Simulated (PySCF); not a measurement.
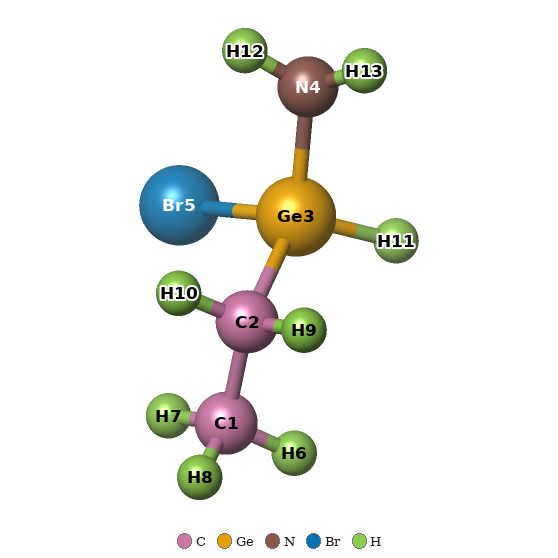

The geometry was computed by an optimisation with GFN2-xTB. No frequency run is at hand to confirm it as a minimum. Level of theory: B3LYP/pcJ-1 (pcSseg-1 on Br) (pcSseg-1 on Ge) indirect spin-spin coupling, non-relativistic, gas phase (PySCF 2.14.0). Isotopes: 13C, 1H, 15N.

Give the spin–spin coupling constants of these pairs, with the number of bonds between them: N4/H13, N4/H12, C2/N4, N4/H11.

| pair | bonds apart | J (Hz) |
| --- | --- | --- |
| N4, H13 | 1 | −74.4 |
| N4, H12 | 1 | −75.9 |
| C2, N4 | 2 | 1.2 |
| N4, H11 | 2 | −13.5 |

The geometry is semi-empirical. Around Br, Ge such bond lengths and angles can be off by a tenth of an ångström or more and by several degrees, and values that hang on the shape move with them.
